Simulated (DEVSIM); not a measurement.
Device: Si p-i-n diode, at 300 K.

```csv
layer (left to right),material,thickness (μm),Nd (cm⁻³),Na (cm⁻³),τn (s),τp (s)
1,Si,0.240,-,5.6e18,4.7e-6,4.7e-6
2,Si,0.260,2.6e11,-,4.7e-6,4.7e-6
3,Si,4.70,1.6e18,-,4.7e-6,4.7e-6
```

Left contact: ohmic. Right contact: ohmic. Voltage is applied to the left contact. Recombination: SRH at mid-gap. Mobility is μmin + (μ − μmin)/(1 + (N/Nref)^α).

Constants are typed, rounded textbook-type inputs, not results; the design itself was drawn at random and stands for no fabricated device. Values at 300 K.

```csv
parameter,Si
gap (eV),1.124
affinity (eV),4.05
permittivity,11.7
Nc (cm⁻³),2.86e19
Nv (cm⁻³),3.1e19
μn (cm²/Vs),1417
μp (cm²/Vs),470
"μn,min",52
"μp,min",45
"Nref,n",9.7e16
"Nref,p",2.2e17
αn,0.68
αp,0.72
```

Simulated with DEVSIM: 1D drift-diffusion, Boltzmann statistics, complete ionisation; no tunnelling, impact ionisation, image-force lowering or self-heating.

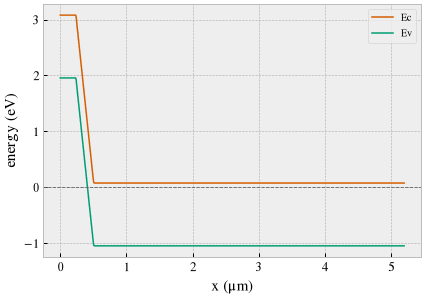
Figure. Band edges at -2.0 V on the left contact

Energies count from the Fermi level of the right contact; mesh points crowd at the junctions.

```csv
x (μm),Ec (eV),Ev (eV),n (cm⁻³),p (cm⁻³),field (V/cm)
0.000,3.080,1.956,< 1e2,5.6e18,≈ 0
0.02585,3.080,1.956,< 1e2,5.6e18,≈ 0
0.07042,3.080,1.956,< 1e2,5.6e18,≈ 0
0.1466,3.080,1.956,< 1e2,5.6e18,≈ 0
0.2154,3.080,1.956,< 1e2,5.6e18,≈ 0
0.2400,3.044,1.920,< 1e2,1.4e18,-160000
0.2642,2.764,1.640,< 1e2,2.8e13,-110000
0.3336,1.987,0.863,< 1e2,290,-110000
0.4187,1.033,-0.091,230,100,-110000
0.4706,0.453,-0.671,7.0e11,< 1e2,-110000
0.4971,0.155,-0.969,7.2e16,< 1e2,-110000
0.5347,0.075,-1.050,1.6e18,< 1e2,≈ 0
0.6028,0.075,-1.050,1.6e18,< 1e2,≈ 0
0.7496,0.075,-1.050,1.6e18,< 1e2,≈ 0
1.228,0.075,-1.050,1.6e18,< 1e2,≈ 0
2.031,0.075,-1.050,1.6e18,< 1e2,≈ 0
3.506,0.075,-1.050,1.6e18,< 1e2,≈ 0
4.427,0.075,-1.050,1.6e18,< 1e2,≈ 0
4.934,0.075,-1.050,1.6e18,< 1e2,≈ 0
5.084,0.075,-1.050,1.6e18,< 1e2,≈ 0
5.159,0.075,-1.050,1.6e18,< 1e2,≈ 0
5.200,0.075,-1.050,1.6e18,< 1e2,≈ 0
```
